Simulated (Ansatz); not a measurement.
# r2SCAN0/6-31G(d) (spherical functions) run of Si2NH6Cl (SMILES N[SiH]([SiH3])Cl)

Aim: the vertical singlet–triplet gap of Si2NH6Cl at r2SCAN0/6-31G* (spherical functions), from 2 runs. 

Program for the calculation: Ansatz 0.2.0.

68 further runs of the same task are left out: 2 that didn't finish, 66 set aside as unsound or not needed.

### 1 The system as given

The species is Si2NH6Cl (10 atoms), meant as a singlet with charge 0. SMILES: `N[SiH]([SiH3])Cl`. Geometry: relaxed at PBE0-D4/def2-TZVP. This is one conformer, not always the lowest.

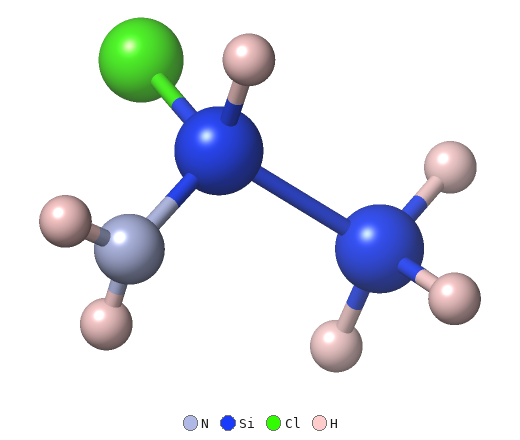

The structure, seen from a chosen angle (nitrogen light blue, silicon blue, chlorine green, hydrogen pink).

### 2 The energy at r2SCAN0/6-31G(d) (spherical functions)

molecule.yaml reads:

```yaml
crystal:
  periodic: [false, false, false]
  atoms:
    - symbol: N
      position_ang: [-0.500400, 1.640400, -0.476600]
    - symbol: Si
      position_ang: [-0.088700, 0.024400, -0.834700]
    - symbol: Si
      position_ang: [0.678000, -1.030800, 1.103600]
    - symbol: Cl
      position_ang: [-1.669600, -1.135800, -1.538400]
    - symbol: H
      position_ang: [-1.066800, 1.857300, 0.327900]
    - symbol: H
      position_ang: [-0.657600, 2.302300, -1.220500]
    - symbol: H
      position_ang: [0.889100, 0.060000, -1.948200]
    - symbol: H
      position_ang: [0.872200, -2.482600, 0.855100]
    - symbol: H
      position_ang: [-0.336100, -0.853800, 2.179500]
    - symbol: H
      position_ang: [1.962900, -0.432600, 1.555400]
basis:
  gaussian: {orbitals: 6-31G_st_-spherical.json}
output: {orbitals: {seedname: orbitals}}
hamiltonian: {xc: {name: r2SCAN0}}
accuracy: high
```

The basis set 6-31G* is read from a file made from the Basis Set Exchange's data (not shown).

Launch:

```sh
ansatz run molecule.yaml --threads 1 --pin off --max-ram 3480MiB --events-out events.jsonl --progress --plain --runs-dir runs
```

The log of the run:

```text
Warning: RAYON_NUM_THREADS=1 ignored (pool sized by the plan → 1); use --threads N
Functional definition: r2SCAN0
  name "r2SCAN0"
  parameter a = 0.25
  parameter k0 = 0.174
  parameter k1 = 0.065
  parameter a1 = 4.9479
  exchange = (1 - a)*r2scan_x(k0 = k0, k1 = k1, a1 = a1) + a*exact_x
  correlation = r2scan_c
1819 factors; integrals over basis functions are off by at most 3.5e-9 eV
mean field evaluation 1: about -29858.1264 eV, gradient 4.5e1 eV
mean field evaluation 2: about -29854.5514 eV, gradient 5.9e1 eV
mean field evaluation 4: about -29862.1936 eV, gradient 1.4e0 eV
mean field evaluation 8: about -29862.4318 eV, gradient 1.0e-1 eV
mean field evaluation 16: about -29862.4318 eV, gradient 3.2e-6 eV
mean field -29862.43182365 eV, -1097.4241280360 hartree, gradient 5.3e-8 eV, S^2 0.000000; 0 other end points of the search recorded, 0 dependent functions left out
reference -29862.43182433 eV, -1097.4241280609 hartree; 29, 29 occupied and 51, 51 virtual orbitals, 1819 factors
Total energy: -29862.43182433 eV, -1097.4241280609 hartree
```

Run time: 22 s. Hardware: 1 thread of Arm Neoverse V1, shared host; peak memory 0.35 GiB.

### 3 The triplet at the same level

job.yaml reads:

```yaml
basis:
  gaussian: {orbitals: 6-31G_st_-spherical.json}
crystal:
  periodic: [false, false, false]
  atoms:
    - symbol: N
      position_ang: [-0.500400, 1.640400, -0.476600]
    - symbol: Si
      position_ang: [-0.088700, 0.024400, -0.834700]
    - symbol: Si
      position_ang: [0.678000, -1.030800, 1.103600]
    - symbol: Cl
      position_ang: [-1.669600, -1.135800, -1.538400]
    - symbol: H
      position_ang: [-1.066800, 1.857300, 0.327900]
    - symbol: H
      position_ang: [-0.657600, 2.302300, -1.220500]
    - symbol: H
      position_ang: [0.889100, 0.060000, -1.948200]
    - symbol: H
      position_ang: [0.872200, -2.482600, 0.855100]
    - symbol: H
      position_ang: [-0.336100, -0.853800, 2.179500]
    - symbol: H
      position_ang: [1.962900, -0.432600, 1.555400]
magnetization: {spin_polarized: true, initial_magnetization: 2}
hamiltonian: {xc: {name: r2SCAN0}}
accuracy: high
output: {orbitals: {seedname: orbitals}}
```

The basis set 6-31G* is read from a file made from the Basis Set Exchange's data (not shown).

Launch:

```sh
ansatz run job.yaml --threads 1 --pin off --max-ram 3480MiB --events-out events.jsonl --progress --plain --runs-dir runs
```

The log of the run:

```text
Warning: RAYON_NUM_THREADS=1 ignored (pool sized by the plan → 1); use --threads N
[... 8 set-up lines as earlier in the session ...]
1819 factors; integrals over basis functions are off by at most 3.5e-9 eV
mean field evaluation 1: about -29850.7296 eV, gradient 3.5e1 eV
mean field evaluation 2: about -29832.9462 eV, gradient 6.4e1 eV
mean field evaluation 4: about -29855.9053 eV, gradient 4.6e0 eV
mean field evaluation 8: about -29856.1431 eV, gradient 3.7e-1 eV
mean field evaluation 16: about -29856.1462 eV, gradient 1.7e-2 eV
mean field evaluation 32: about -29856.1463 eV, gradient 3.1e-4 eV
mean field evaluation 64: about -29856.0762 eV, gradient 4.2e-1 eV
mean field -29856.14626276 eV, -1097.1931379336 hartree, gradient 4.0e-8 eV, S^2 2.007634; 6 other end points of the search recorded, 0 dependent functions left out
reference -29856.14626491 eV, -1097.1931380127 hartree; 30, 28 occupied and 50, 52 virtual orbitals, 1819 factors
Total energy: -29856.14626491 eV, -1097.1931380127 hartree
```

Wall time 1.8 min (1 thread of Arm Neoverse V1, shared host); peak memory 0.61 GiB.

### 4 Outcome

At r2SCAN0/6-31G* (spherical functions):

| quantity | value |
| --- | --- |
| singlet: total energy | -1097.42413 Eh |
| singlet: HOMO energy | -8.02 eV |
| singlet: LUMO energy | 0.35 eV |
| singlet: HOMO–LUMO gap | 8.38 eV |
| triplet: total energy | -1097.19314 Eh |
| triplet: HOMO energy (highest over α and β) | -2.09 eV |
| triplet: ⟨S²⟩ | 2.008 |
| vertical energy of the triplet above the singlet | 6.286 eV |

At this shape the triplet lies 6.29 eV (606 kJ/mol) above the singlet.
